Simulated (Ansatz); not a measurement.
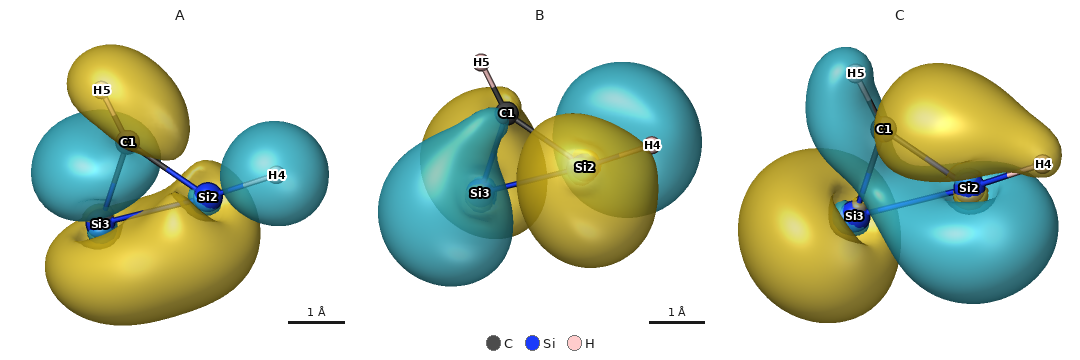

*CH2Si2 (SMILES C1=[Si]=[SiH]1). Three frontier orbitals at ±0.08 Å⁻³ᐟ² (yellow and cyan are the two phases), in no order.*

Geometry: r2SCAN-D4/def2-SVP.

Level of theory: Ansatz, isolated molecule in a Gaussian basis; Kohn-Sham density functional theory, functional PBE0.

```tsv
atom	x (Å)	y (Å)	z (Å)
C	-0.2966	0.3909	0.9138
Si	0.0291	-0.5038	-0.5595
Si	-0.2338	-1.3368	1.5416
H	0.1877	0.1363	-1.9071
H	-0.4627	1.3817	1.3518
```

Order the three orbitals by energy and name them.

Answer. A is the HOMO−1 (−7.64 eV). By Hirshfeld shares it lies mainly on Si3 (about 35 %), C1 (about 25 %), Si2 (about 25 %) and H4 (about 10 %); it is symmetric in the molecular plane (an in-plane orbital: σ, lone-pair or in-plane π type). C is the HOMO (−6.34 eV). Its weight (Hirshfeld) is mainly on Si3 (about 45 %), Si2 (about 35 %) and C1 (about 15 %); it is symmetric in the molecular plane (an in-plane orbital: σ, lone-pair or in-plane π type). B is the LUMO (−1.78 eV). Its weight (Hirshfeld) is mainly on Si2 (about 50 %) and Si3 (about 40 %); it changes sign across the molecular plane (π type); π-antibonding (a node) across Si2–Si3.

What is the HOMO–LUMO gap?

Answer. 4.56 eV between the orbital energies.
